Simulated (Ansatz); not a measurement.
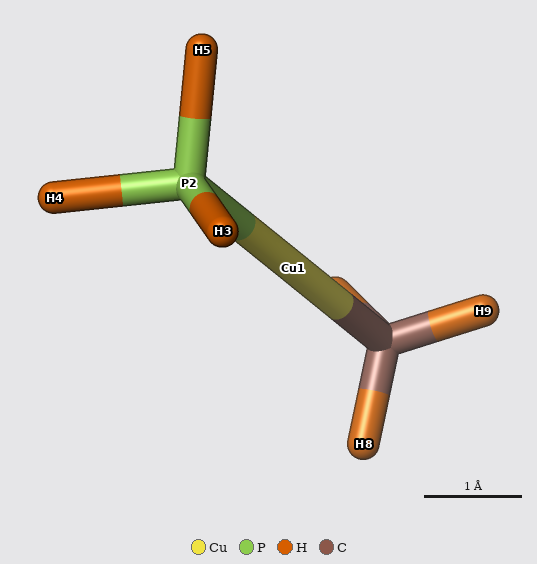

Fig. 1: The structure as given in the input (stick view, seen at a tilt; atoms are numbered from 1 in the order of the input). Sticks mark near contacts. Bond lengths as drawn: Cu–P 2.25 Å, C–Cu 1.97 Å, C–H 1.09 Å and H–P 1.41 Å.

## CH6CuP (charge +1): single-point calculation

System: CH6CuP (Cu(PH3)Me), charge +1, multiplicity 2.
Method: UKS PBE0-D4/def2-TZVP (Ansatz 0.2.0).

The geometry comes from this level: r2SCAN-D4/def2-TZVP.

**What the program printed**
```
Functional definition: PBE0
  name "PBE0"
  cite "Adamo & Barone, J. Chem. Phys. 110, 6158 (1999) doi:10.1063/1.478522"
  cite "Perdew, Burke & Ernzerhof, Phys. Rev. Lett. 77, 3865 (1996) doi:10.1103/PhysRevLett.77.3865"
  parent pbe
  parameter a = 0.25
  parameter kappa = 0.804
  parameter beta = 0.06672455060314922
  exchange = (1 - a)*pbe_x(kappa = kappa, mu = beta*pi^2/3) + a*exact_x
  correlation = pbe_c(beta = beta)
these checks for a lower state are left out or cut short: starts
1268 factors; their error is unknown
mean field evaluation 1: about -55045.9846 eV, gradient 5.1e0 eV
mean field evaluation 2: about -55046.0495 eV, gradient 1.7e-1 eV
mean field evaluation 4: about -55046.0890 eV, gradient 6.6e-3 eV
mean field evaluation 8: about -55046.0890 eV, gradient 2.5e-5 eV
mean field -55046.08904799 eV, -2022.9064609345 hartree, gradient 2.5e-5 eV, S^2 0.756017; 0 other end points of the search recorded, 0 dependent functions left out
reference -55046.08908732 eV, -2022.9064623796 hartree; 28, 27 occupied and 121, 122 virtual orbitals, 1268 factors
Total energy: -55046.19627052 eV, -2022.9104012897 hartree
Checks for a lower state left out: starts
```

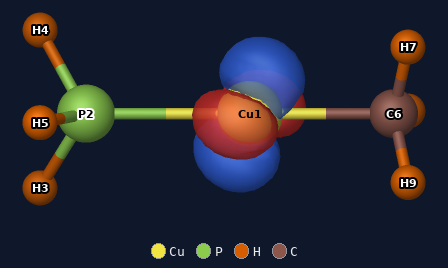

Fig. 2: The HOMO−1 (β) at ±0.2 Å⁻³ᐟ² (blue and red are the two phases), seen from the side. Its weight (Hirshfeld) is mainly on Cu1 (95 %). Its energy is −14.13 eV.

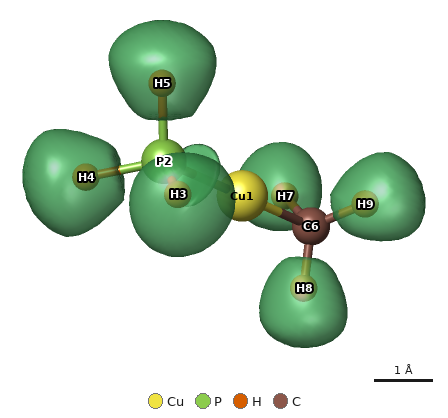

Fig. 3: Isosurface of the ELF at 0.9 (green), seen at an oblique angle. Core shells and regions of very low density are left out. The ELF exceeds this value in one region between bonded Cu–P atoms (shared pairs) and six regions around hydrogen nuclei. Profiles from the grid: C–Cu (1.97 Å): the ELF peaks at about 0.75 in the valence shell of C, 0.7 Å from its nucleus, and is about 0.35 at the midpoint. Cu–P (2.25 Å): the ELF peaks at about 0.95 between the atoms, as expected for localised, shared-pair bonding.

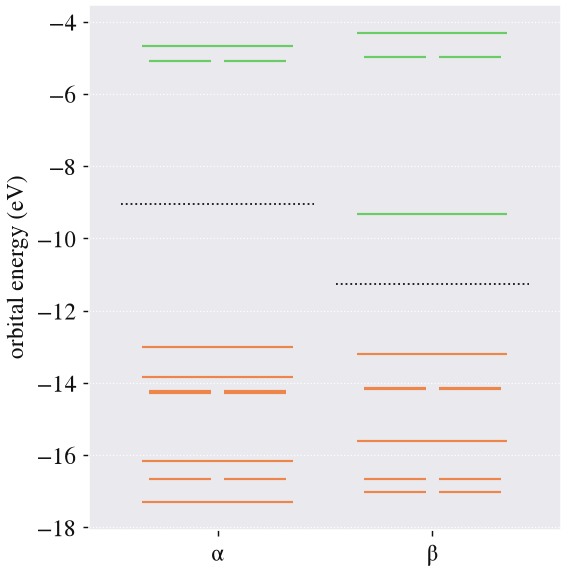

Fig. 4: Orbital energies near the frontier for α and β spins; the dotted line parts filled from empty levels, and levels within 0.02 eV of each other stand side by side. α: highest filled −13.00 eV, lowest empty −5.09 eV, 7.91 eV apart; β: highest filled −13.20 eV, lowest empty −9.32 eV, 3.88 eV apart.

The run was set up as follows.

**Input file**
```yaml
crystal:
  periodic: [false, false, false]
  atoms:
    - {symbol: Cu, position_ang: [0.001449, 0.003606, -0.267881]}
    - {symbol: P, position_ang: [-0.002435, -0.012524, 1.980179]}
    - {symbol: H, position_ang: [1.249823, -0.102641, 2.613329]}
    - {symbol: H, position_ang: [-0.704302, -1.060167, 2.602248]}
    - {symbol: H, position_ang: [-0.556536, 1.110886, 2.618978]}
    - {symbol: C, position_ang: [0.002909, 0.014429, -2.239808]}
    - {symbol: H, position_ang: [-1.069899, 0.015373, -2.436354]}
    - {symbol: H, position_ang: [0.539583, -0.913659, -2.440258]}
    - {symbol: H, position_ang: [0.539409, 0.944687, -2.430424]}
basis:
  gaussian: {orbitals: def2-TZVP, initial_orbitals: start.molden}
total_charge: 1
magnetization: {spin_polarized: true, initial_magnetization: 1}
hamiltonian: {xc: pbe0, dispersion: d4}
scf: {omitted_lower_state_checks: [starts]}
output: {orbitals: {seedname: orbitals}}
```

Run as:
```bash
ansatz run in.yaml --threads 2 --pin off --events-out ev --progress --plain --max-ram 4352MiB
```

**Key numbers**

| quantity | value |
| --- | --- |
| outcome | converged |
| total energy | −55046.1963 eV |
| mean-field energy | −55046.0891 eV |
| dispersion energy | −0.1072 eV |
| ⟨S²⟩ | 0.756 |
| SCF solution under orbital rotations | stable |
| HOMO (either spin) | −13.00 eV |
| LUMO (either spin) | −9.32 eV |
| hardware | 2 threads of Arm Neoverse V2, 23 GiB of memory available, shared host |
| wall time | 5.5 s (CPU time 9.9 s) |
| peak memory | 0.47 GiB |
